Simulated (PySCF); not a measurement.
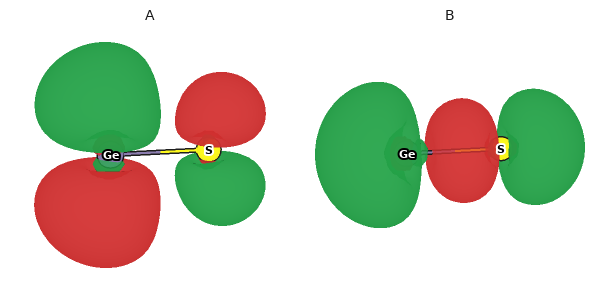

The picture shows: GeS. Two frontier orbitals, each drawn at the value that holds 80 % of its norm (green and red are the two phases), in no order; of a degenerate pair one member is drawn.

These are results of PBE0/def2-SVP, non-relativistic Hamiltonian with scalar-relativistic core potentials where named, at a bond length of 2.023 Å (PySCF), not measurements.

Q: Label each orbital by symmetry, say whether it is occupied, and order them by energy.

A: Orbital B: σ, occupied, −7.90 eV; shared between the atoms (Ge 55 %, S 45 %).
Orbital A: π, empty, −2.28 eV; mainly on Ge (75 %).
